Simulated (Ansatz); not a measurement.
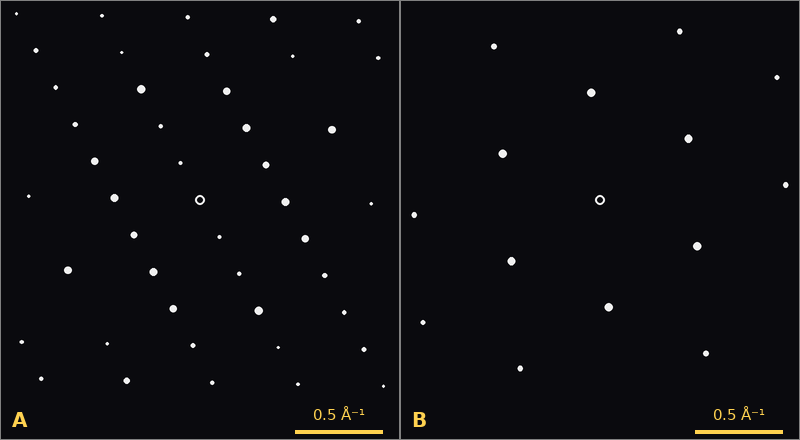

Kinematic electron diffraction patterns (200 kV, B = 0.5 Å², same scale, each along a low-index zone) of two structures of composition CoF, each relaxed at zero pressure with Ansatz 0.2.0, DFT PBE, scalar-relativistic, plane waves, PAW. Each run keeps the magnetic state that it reached.

The structures (standard cells):
1. Fm-3m (No. 225), a = 4.571 Å, 8 atoms; generated start, possibly hypothetical
2. P4/nmm (No. 129), a = 3.292 Å, c = 4.164 Å, 4 atoms; generated start, possibly hypothetical

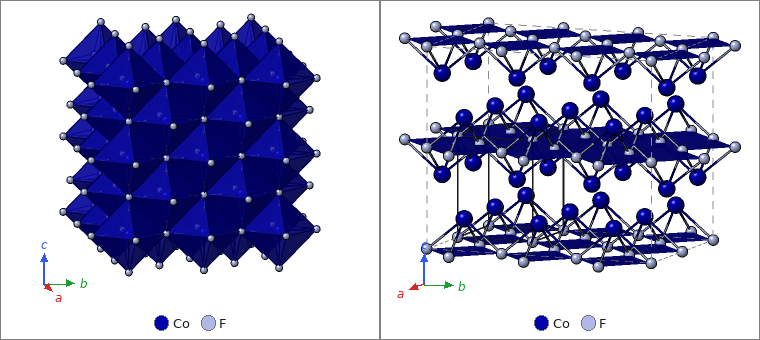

Drawings of the structures 1 to 2, from left to right (each may span several cells).

Question: Which pattern belongs to which structure, and along which zone?

Answer: A is structure 2 along [110] or an equivalent direction: rectangular net of 0 0 1 at d = 4.16 Å and 1 -1 0 at d = 2.33 Å, 90.0° apart (some points of this net are extinct or too weak to see). B is structure 1 along [111] or an equivalent direction: hexagonal net of -2 2 0 at d = 1.62 Å and -2 0 2 at d = 1.62 Å, 60.0° apart.

Question: Rank the structures by their computed energy.

Answer: Structure 2 (P4/nmm, 11.28 Å³ an atom) is the lowest of these; structure 1 (Fm-3m, 11.94 Å³ an atom) lies about 220 meV an atom higher. These are static energies at 0 K; other structures, not shown, may lie lower still.
